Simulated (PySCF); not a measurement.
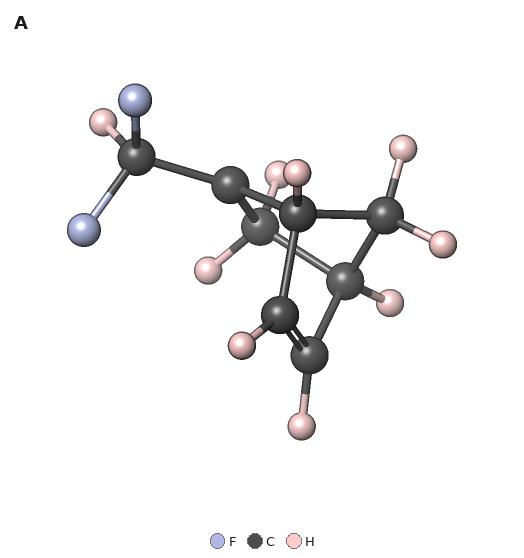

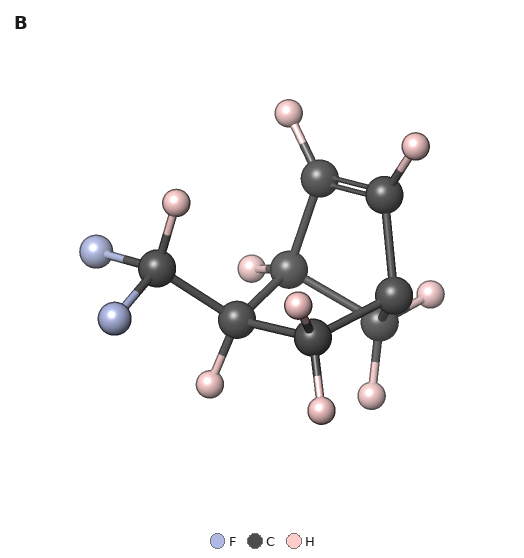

2 stationary structures of one formula. Charge 0, doublet. Geometries: PBE0-D3(BJ)/def2-SVP. Electronic energies: PBE0-D3(BJ)/def2-SVP (PySCF 2.14.0), without zero-point energy. No frequency run is at hand to confirm each as a minimum. Each is one conformer, not always the lowest.

> How are they related?

They are constitutional isomers of C8H9F2: A `FC(F)[C]1C[C@@H]2C=C[C@H]1C2`, B `FC(F)[C@@H]1C[C]2C=C[C@H]1C2`.

> Rank them by energy, lowest first.

A is lowest; B lies 0.452 eV above it.
